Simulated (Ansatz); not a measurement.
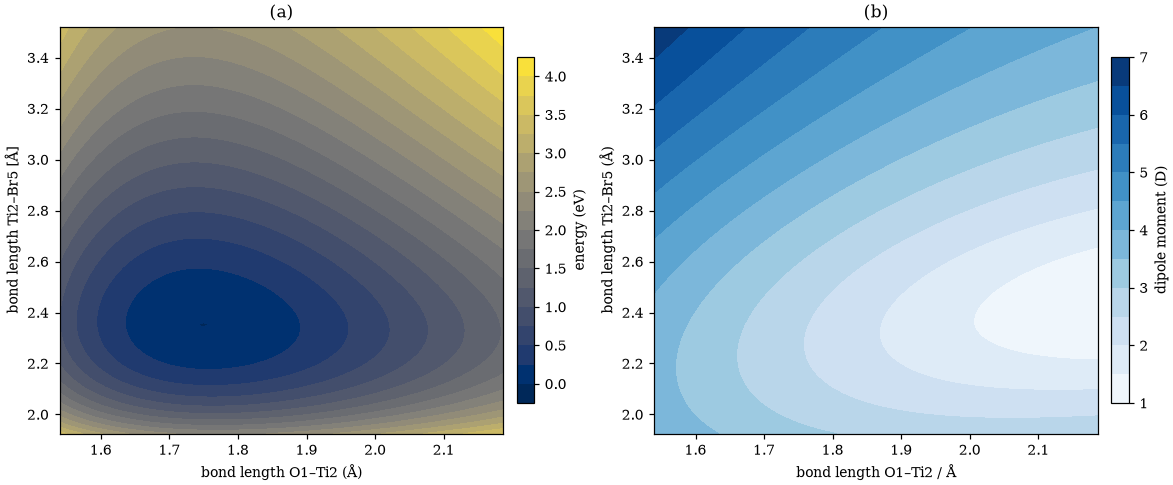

BrClFHOTi, SMILES [OH][Ti]([F])([Cl])[Br]. Coordinates scanned: (1) bond length O1–Ti2; (2) bond length Ti2–Br5. Nothing is relaxed (all other coordinates rigid). Grid: 9 × 9 points. Energies are in eV, from the relaxed molecule at the same level. The reference is spin-restricted, which grows unreliable where a bond is stretched far. Computed with RKS r2SCAN-D4/def2-SVP in Ansatz.

Panel (a) is the energy; panel (b) is the computed dipole moment, in D.

In the figure: filled contours. Between grid points the surface is interpolated.

**How does the dipole moment vary over the map, and what is it at the lowest grid point?**

Leaving out the highest fifth of the energies, it runs from 1.16 D at bond length O1–Ti2 = 2.187 Å, bond length Ti2–Br5 = 2.524 Å to 5.85 D at bond length O1–Ti2 = 1.701 Å, bond length Ti2–Br5 = 3.522 Å. At the lowest grid point, bond length O1–Ti2 = 1.782 Å, bond length Ti2–Br5 = 2.324 Å, it is 2.39 D.
